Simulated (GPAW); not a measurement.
Band structure of CdSe (F-43m, 2 atoms in the cell).

```
CdSe
1.0
    0.00000     3.09545     3.09545
    3.09545     0.00000     3.09545
    3.09545     3.09545     0.00000
Cd Se
1 1
Cartesian
  0.00000   0.00000   0.00000
  4.64317   4.64317   4.64317
```

Method of the run: PBE, GPAW PAW datasets PBE (gpaw-data 1.0.1) (plane waves; GPAW).

Settings: mode = pw; ecut = 550 eV; xc = PBE; kpts = 6 6 6; mesh shift (steps) = 0 0 0; occupations.name = fermi-dirac; occupations.width = 0 eV; nbands = -6; convergence.density = 1e-05 e/electron; convergence.bands = -4; symmetry.symmorphic = false; symmetry.tolerance = 0.0005; maxiter = 150; bandpath_npoints = 40.

The starting cell comes from a database of computed structures (which also holds hypothetical and non-ambient phases and stackings), without a prior relaxation at this level. Its lattice was rescaled by a random factor within 2.5 % of one.

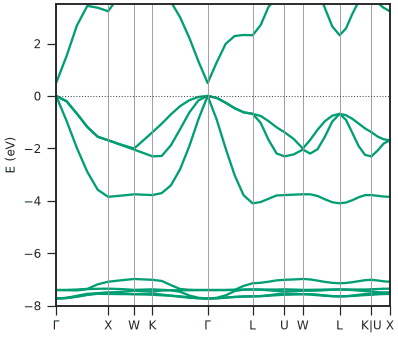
Bands along the path, energies from the top of the valence band on the SCF mesh.

### Question
Read off roughly the gap and where its edges lie.

### Answer
The gap along the path is about 0.5 eV (computed: 0.49 eV), direct at Γ to within 0.01 eV.

Levels in eV from the top of the valence band on the SCF mesh, bands 6 to 13:
| point | 6 | 7 | 8 | 9 | 10 | 11 | 12 | 13 |
|---|---|---|---|---|---|---|---|---|
| Γ | -7.41 | 0.00 | 0.00 | 0.00 | 0.49 | 5.90 | 5.90 | 5.90 |
| X | -7.09 | -3.85 | -1.69 | -1.69 | 3.23 | 3.70 | 8.85 | 9.88 |
| W | -6.98 | -3.75 | -2.05 | -2.01 | 4.79 | 5.22 | 6.35 | 7.60 |
| K | -7.02 | -3.78 | -2.31 | -1.38 | 3.70 | 5.03 | 8.12 | 8.43 |
| L | -7.15 | -4.10 | -0.68 | -0.68 | 2.32 | 6.42 | 6.42 | 7.24 |
| U | -7.02 | -3.78 | -2.31 | -1.38 | 3.70 | 5.03 | 8.12 | 8.43 |
